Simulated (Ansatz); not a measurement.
## Run report: Si, molecular dynamics (part 4 of 4)

Continued. System: Si (defect cell, 17 atoms in the cell). Method: DFT PBE, scalar-relativistic, plane waves, PAW, PAW set soft_1, no spin polarisation (Ansatz 0.2.0); cutoff 420 eV, 2×2×2 k-mesh, Fermi–Dirac smearing of 0.02 eV. It belongs to a series of runs on one base structure; here: dynamics from the start.

Geometry of the input (Å; fractional positions):
```
0.0000  5.4300  5.4300
5.4300  0.0000  5.4300
5.4300  5.4300  0.0000
Si 0.0022  -0.0066  0.0023
Si 0.1277  0.1224  0.1280
Si -0.0015  0.0012  0.5004
Si 0.1278  0.1224  0.6222
Si 0.0015  0.5027  0.0021
Si 0.1250  0.6249  0.1248
Si 0.0022  0.5026  0.4934
Si 0.1279  0.6286  0.6218
Si 0.5000  0.0015  -0.0012
Si 0.6221  0.1225  0.1280
Si 0.5002  0.0011  0.5005
Si 0.6248  0.1255  0.6251
Si 0.4936  0.5027  0.0023
Si 0.6213  0.6289  0.1285
Si 0.5002  0.4991  0.5009
Si 0.6220  0.6285  0.6221
Si 0.8749  0.3752  0.8749
```

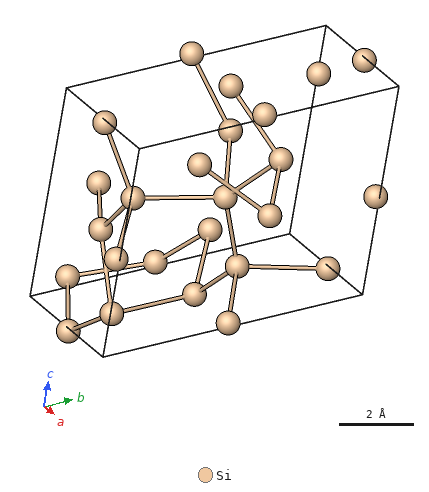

The geometry at step 190 of the log (ball-and-stick view of the cell of the calculation, seen slightly off an axis).

**Trajectory as extended XYZ, continued**
```
17
Lattice="0.0000 5.4300 5.4300 5.4300 0.0000 5.4300 5.4300 5.4300 0.0000" Properties=species:S:1:pos:R:3:forces:R:3 step=183 time_fs=549.0 energy=-10801.09985 temperature=1142.4
Si   -1.0227    0.2551    0.5858   -2.2494  -0.2901   0.1669
Si    1.0113    1.0815    1.0504    0.2165   0.2437   2.0200
Si    2.2586    2.3505   -0.1702    2.4017   0.8911  -0.7458
Si    3.7786    3.2013    1.5641    0.0035   0.4192   0.5496
Si    2.7140    0.0763    2.4253    0.3076  -1.5325  -0.4870
Si    4.2823    0.9805    3.8704   -0.2094   0.9616   0.0135
Si    5.8579    2.5019    2.9998   -0.9362  -0.6165  -0.1778
Si    7.0341    4.1333    4.0672   -0.3596   1.5737   0.0919
Si   -0.1299    2.3420    2.6768   -0.0743   1.7875   0.0552
Si    0.9524    4.1329    4.3415    0.3228  -1.3244  -0.9493
Si    2.7264    4.9359    2.9122   -0.0062   0.7707   0.0193
Si    3.9627    6.6408    4.1282    0.1003  -1.6743   0.0727
Si    2.6198    2.3799    5.2260    0.6199   0.9394  -1.1818
Si    4.0395    3.6976    6.5472   -0.0391   0.7242   0.7531
Si    5.4602    5.2464    5.4527    0.3035   0.8463   0.5724
Si    7.1650    6.6915    6.9518   -0.9504  -2.1772  -0.0380
Si    6.0406    9.6366    6.7404    0.5490  -1.5425  -0.7351
17
Lattice="0.0000 5.4300 5.4300 5.4300 0.0000 5.4300 5.4300 5.4300 0.0000" Properties=species:S:1:pos:R:3:forces:R:3 step=190 time_fs=570.0 energy=-10801.76920 temperature=1487.3
Si   -1.1817    0.2801    0.7644   -0.5613   0.7143  -0.6212
Si    1.0678    1.1343    1.1501    0.3278  -0.5716   0.8439
Si    2.4836    2.2820   -0.2290    0.4419   0.1675  -0.4502
Si    3.7276    3.3467    1.4099    0.3222   0.1598   1.2704
Si    2.7112    0.0602    2.5807   -0.0558  -1.7322  -0.8617
Si    4.3251    1.0716    3.8877   -0.8463  -0.5321   1.2796
Si    5.8454    2.4074    2.9394   -0.0218   1.7332  -0.2309
Si    6.9716    4.0976    4.1801   -0.7923   0.8719   0.0731
Si   -0.0821    2.4041    2.6870   -0.4607   1.8549   0.0050
Si    1.0495    4.1357    4.3037   -0.2275  -1.5994  -0.6940
Si    2.7908    4.9314    2.9934   -0.3484  -0.9944  -0.7438
Si    4.0507    6.4656    4.0032    1.3748   0.0536   1.4817
Si    2.6960    2.3418    5.1896   -0.2151   0.8526   0.0323
Si    4.0494    3.7959    6.4778   -0.9702  -0.6546   2.0254
Si    5.4652    5.3484    5.7588    1.3527   0.7753  -1.5465
Si    7.2173    6.5451    7.0870   -0.5534  -0.4667  -1.6922
Si    5.9574    9.5613    6.5840    1.2333  -0.6322  -0.1712
```
